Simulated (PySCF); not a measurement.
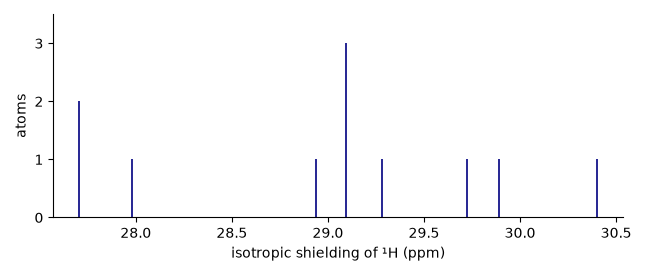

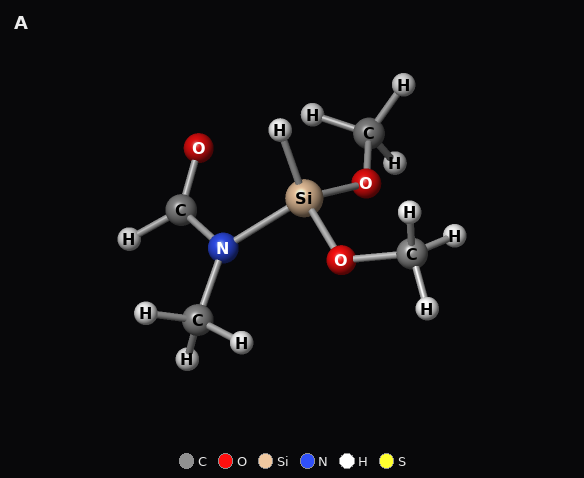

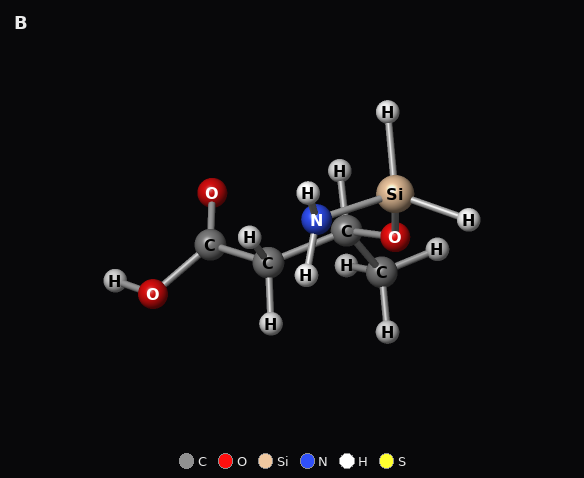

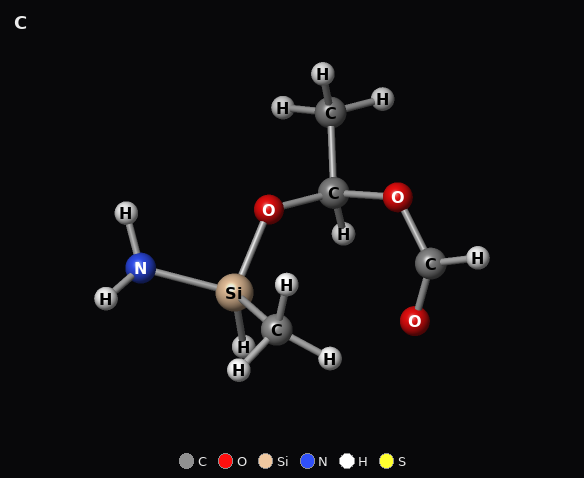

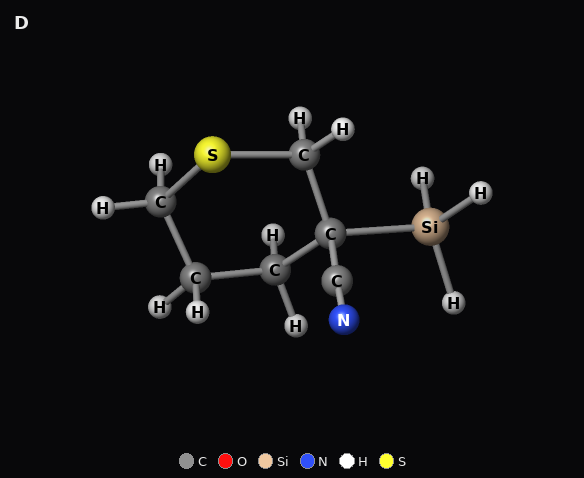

The sticks are computed shieldings of one of the molecules, for one fixed geometry (GFN2-xTB) without averaging over rotations. Low shielding means a high chemical shift. Method: GIAO PBE0/pcSseg-1 NMR shielding, non-relativistic, gas phase (PySCF 2.14.0).

### Which molecule gives this pattern?

D, `N#C[C@@]1([SiH3])CCCSC1`. Its 11 H atoms give lines at 27.70 (2 atoms), 27.98, 28.94, 29.10 (3 atoms), 29.28, 29.72, 29.89, 30.40 ppm.

The geometry is semi-empirical. Around Si such bond lengths and angles can be off by a tenth of an ångström or more and by several degrees, and values that hang on the shape move with them.
